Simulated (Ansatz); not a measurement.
## CsSnI3 (cubic perovskite): energy over volume and axial ratio

CsSnI₃ (cubic perovskite)

```yaml
crystal:
  lattice:
    - [6.13043, 0.00000, 0.00000]
    - [0.00000, 6.13043, 0.00000]
    - [0.00000, 0.00000, 6.13043]
  atoms:
    - { symbol: Cs, position: [0.00000, 0.00000, 0.00000] }
    - { symbol: Sn, position: [0.50000, 0.50000, 0.50000] }
    - { symbol: I, position: [0.00000, 0.50000, 0.50000] }
    - { symbol: I, position: [0.50000, 0.50000, 0.00000] }
    - { symbol: I, position: [0.50000, 0.00000, 0.50000] }
```

Grid over V/V₀ and (c/a)/(c/a)₀, subscript 0 meaning the relaxed cell; the conventional c axis lies along z; no internal relaxation.

Method: PBEsol (plane waves to 420 eV, PAW, scalar-relativistic; Ansatz, a quantum-chemistry and plane-wave program). k mesh 8×8×8 (Γ-centred), Fermi-Dirac smearing 0.05 eV. Energies are smeared free energies. Stress and pressure are positive under compression. CsSnI3 was relaxed with its symmetry unable to fall. Spin-orbit coupling is left out, though I is heavy. This is a high-temperature form of CsSnI3. ΔE is measured from the relaxed starting cell.

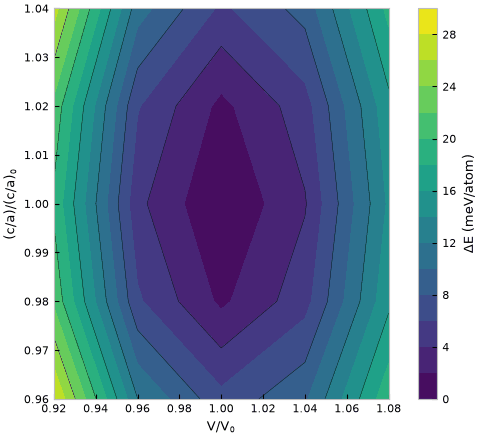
Figure. ΔE (meV/atom) over the 5×5 grid of computed points.

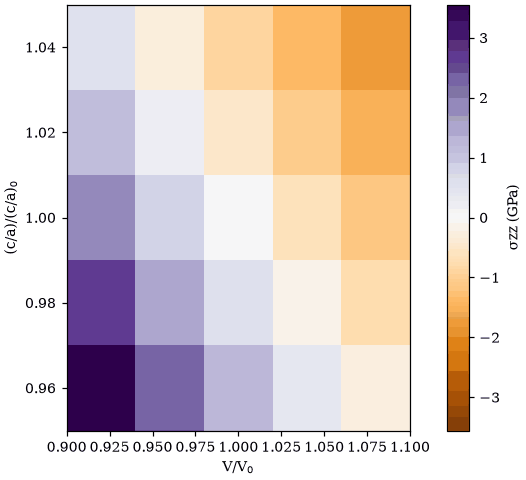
Figure. σzz (GPa) over the 5×5 grid of computed points.

The shear modulus C′ = (C11 − C12)/2 (fit, atoms clamped) comes out as 19.8 GPa. Highest place on the grid: V/V₀ = 0.920, (c/a)/(c/a)₀ = 0.960 (28.1 meV/atom). Lowest place on the grid: V/V₀ = 1.000, (c/a)/(c/a)₀ = 1.000 (0.0 meV/atom).

Near the relaxed cell σzz − σxx = −2Cδ (compression positive), C being this modulus and δ the logarithm of the ratio.

(A scan under strain: stresses follow from slopes of the energy per volume, elastic moduli from its curvatures.)
